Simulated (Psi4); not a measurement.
**GeH4 (SMILES [H][Ge]([H])([H])[H]) at HF-D3(BJ)/def2-TZVP (density fitting)**

What is the electrostatic solvation energy at fixed shape (ddCOSMO, benzene) of GeH4 at HF-D3(BJ)/def2-TZVP (density fitting)? 

The results are computed with Psi4 1.11.

2 further runs of the same task are left out: 1 that didn't finish, 1 set aside as unsound or not needed.

## (1) The molecule

GeH4: 5 atoms, total charge 0, spin state singlet. As SMILES, `[H][Ge]([H])([H])[H]`. The shape comes from GFN2-xTB, which is rough for such elements, and wasn't checked as a minimum.

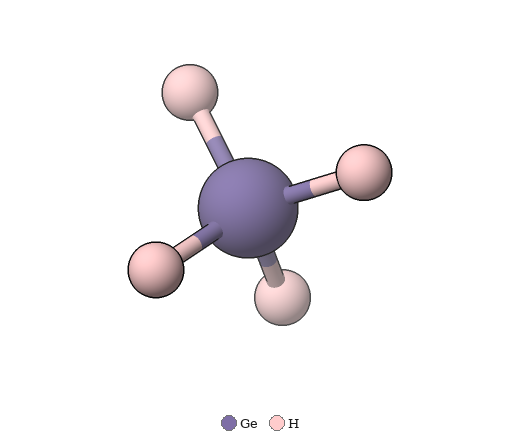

The structure, seen from a chosen angle (germanium purple, hydrogen pink).

## (2) A single-point energy at HF-D3(BJ)/def2-TZVP (density fitting)

calc.in

```
memory 1600 mb

molecule system {
  0 1
  Ge     0.00022677     0.00083148    -0.00041574
  H      0.02169406    -0.03429853     2.80042294
  H      2.63597897     0.01895395    -0.95147710
  H     -1.33718910     2.29403303    -0.89501209
  H     -1.32071069    -2.27951993    -0.95351801
  units au
  symmetry c1
}

set basis def2-TZVP

energy('hf-d3bj2b')
print_variables()
```

Run with:

```console
$ psi4 -i calc.in -o calc.out -n 1
```

calc.out:

```text
[...]
  Running in c1 symmetry.
[...]
  Nuclear repulsion =   46.996950828299795
[...]
  Multiplicity = 1
[...]
  Nalpha       = 18
  Nbeta        = 18
[...]
    Number of basis functions: 72
[...]
   @DF-RHF iter   1: -2076.33649661955542   -2.49263e+00   3.85714e-02 DIIS/ADIIS
[...]
   @DF-RHF iter   7: -2077.69283636525643   -2.65179e-07   5.47679e-07 DIIS
[...]
    Orbital Energies [Eh]
    ---------------------
    Doubly Occupied:
       1A   -405.215629     2A    -52.126580     3A    -46.213843
       4A    -46.213841     5A    -46.213837     6A     -7.172082
       7A     -5.147735     8A     -5.147730     9A     -5.147725
      10A     -1.622410    11A     -1.622402    12A     -1.622397
      13A     -1.618052    14A     -1.618038    15A     -0.750580
      16A     -0.479670    17A     -0.479451    18A     -0.479314
[...]
  @DF-RHF Final Energy: -2077.69283636525643
   => Energetics <=
    Nuclear Repulsion Energy =             46.9969508282997950
    One-Electron Energy =               -2991.5600385642892434
    Two-Electron Energy =                 866.8889084377956351
    Total Energy =                      -2077.6928363652564258
[...]
 Multipole Moments:
 ------------------------------------------------------------------------------------
     Multipole            Electronic (a.u.)      Nuclear  (a.u.)        Total (a.u.)
 ------------------------------------------------------------------------------------
 L = 1.  Multiply by 2.5417464519 to convert [e a0] to [Debye]
 Dipole X            :          0.0008385           -0.0006061            0.0002324
 Dipole Y            :          0.0032973           -0.0022224            0.0010748
 Dipole Z            :         -0.0014878            0.0011112           -0.0003766
 Magnitude           :                                                    0.0011624
[...]
```

It took 3.6 s on 1 thread of AMD EPYC 7B13 (Zen 3), shared host; peak memory 0.24 GiB.

## (3) A single-point energy at HF-D3(BJ)/def2-TZVP (density fitting, ddCOSMO benzene)

calc.inp

```
memory 1600 mb

molecule system {
  0 1
  Ge     0.00022677     0.00083148    -0.00041574
  H      0.02169406    -0.03429853     2.80042294
  H      2.63597897     0.01895395    -0.95147710
  H     -1.33718910     2.29403303    -0.89501209
  H     -1.32071069    -2.27951993    -0.95351801
  units au
  symmetry c1
}

set globals {
  basis def2-TZVP
  ddx true
  ddx_model cosmo
  ddx_solvent benzene
  ddx_radii_set uff
}

E, wfn = energy("hf-d3bj2b", return_wfn=True)
print_variables()
```

Run with:

```console
$ psi4 -i calc.inp -o calc.out -n 1
```

calc.out:

```text
[...]
  Running in c1 symmetry.
[...]
  Nuclear repulsion =   46.996950828299795
[...]
  Multiplicity = 1
[...]
  Nalpha       = 18
  Nbeta        = 18
[...]
    Number of basis functions: 72
[...]
   @DF-RHF iter   1: -2076.33899247779709   -2.49523e+00   3.85587e-02 ADIIS/DIIS
[...]
   @DF-RHF iter   7: -2077.69321605955520   -3.35449e-07   6.07306e-07 DIIS
[...]
    Orbital Energies [Eh]
    ---------------------
    Doubly Occupied:
       1A   -405.214237     2A    -52.125120     3A    -46.212390
       4A    -46.212387     5A    -46.212384     6A     -7.170616
       7A     -5.146269     8A     -5.146264     9A     -5.146260
      10A     -1.620960    11A     -1.620951    12A     -1.620946
      13A     -1.616593    14A     -1.616578    15A     -0.748688
      16A     -0.478204    17A     -0.477973    18A     -0.477795
[...]
  @DF-RHF Final Energy: -2077.69321605955520
   => Energetics <=
    Nuclear Repulsion Energy =             46.9969508282997950
    One-Electron Energy =               -2991.5210799238566324
    Two-Electron Energy =                 866.8499615701296079
    DD Solvation Energy =                 -0.0003914670650764
    Total Energy =                      -2077.6932160595547430
[...]
 Multipole Moments:
 ------------------------------------------------------------------------------------
     Multipole            Electronic (a.u.)      Nuclear  (a.u.)        Total (a.u.)
 ------------------------------------------------------------------------------------
 L = 1.  Multiply by 2.5417464519 to convert [e a0] to [Debye]
 Dipole X            :          0.0010465           -0.0006061            0.0004404
 Dipole Y            :          0.0039588           -0.0022224            0.0017364
 Dipole Z            :         -0.0017743            0.0011112           -0.0006631
 Magnitude           :                                                    0.0019102
[...]
```

It took 6.3 s on 1 thread of AMD EPYC 7B13 (Zen 3), shared host; peak memory 0.25 GiB.

## (4) Results

At HF-D3(BJ)/def2-TZVP (density fitting):

| quantity | value |
| --- | --- |
| gas phase: total energy | -2077.69284 Eh |
| gas phase: dipole moment | 0.00 D |
| gas phase: HOMO energy | -13.04 eV |
| gas phase: LUMO energy | 4.36 eV |
| gas phase: HOMO–LUMO gap | 17.40 eV |
| gas phase: dispersion energy | -48.98 kJ/mol |
| ddCOSMO, benzene: total energy | -2077.69322 Eh |
| ddCOSMO, benzene: dipole moment | 0.00 D |
| ddCOSMO, benzene: HOMO energy | -13.00 eV |
| ddCOSMO, benzene: LUMO energy | 4.36 eV |
| ddCOSMO, benzene: HOMO–LUMO gap | 17.37 eV |
| ddCOSMO, benzene: dispersion energy | -48.98 kJ/mol |
| ddCOSMO, benzene: solvent term in the energy | -1.0 kJ/mol |
| energy change from gas to solvent at fixed shape | -0.010 eV |

What this shows: The solvent model (ddCOSMO, benzene) lowers the energy by 0.01 eV (−0.2 kcal/mol) at the same shape. It holds the electrostatic part alone, without cavity or dispersion terms.
